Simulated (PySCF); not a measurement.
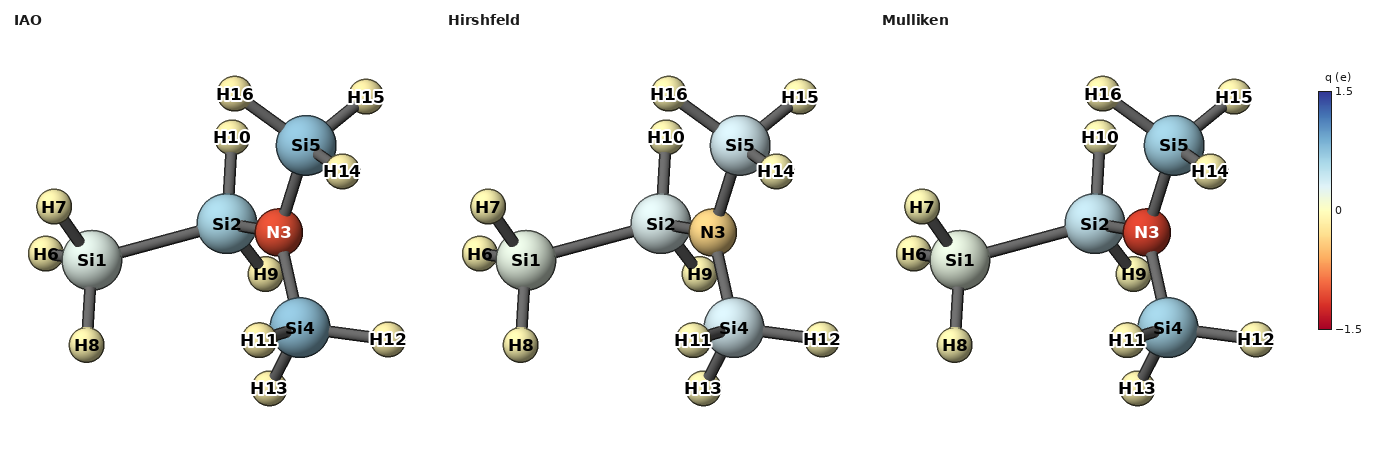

Atomic charges of one calculation by 3 schemes, on one colour scale. Computed geometry: PBE0-D3(BJ)/def2-SVP optimisation. No frequency run is at hand to confirm it as a minimum. Method: PBE0/pcSseg-1 (PySCF 2.14.0).

### Which scheme gives the most polar picture (largest mean size of the charges)?

The IAO charges are the largest in size here, and the Hirshfeld charges the smallest.

### On which atom do the schemes disagree most?

On N3 (from −1.09 to −0.34 e).

List the charges (e), one line for each set of equivalent atoms.

```tsv
atom	IAO	Hirshfeld	Mulliken
Si1	0.24	0.20	0.19
Si2	0.59	0.28	0.45
N3	−1.02	−0.34	−1.09
Si4	0.72	0.34	0.64
Si5	0.72	0.34	0.64
H6	−0.09	−0.07	−0.06
H7	−0.09	−0.07	−0.06
H8	−0.09	−0.07	−0.06
H9	−0.11	−0.08	−0.05
H10	−0.11	−0.07	−0.06
H11	−0.13	−0.08	−0.08
H12	−0.13	−0.08	−0.08
H13	−0.12	−0.07	−0.10
H14	−0.12	−0.07	−0.10
H15	−0.13	−0.08	−0.08
H16	−0.13	−0.08	−0.09
```
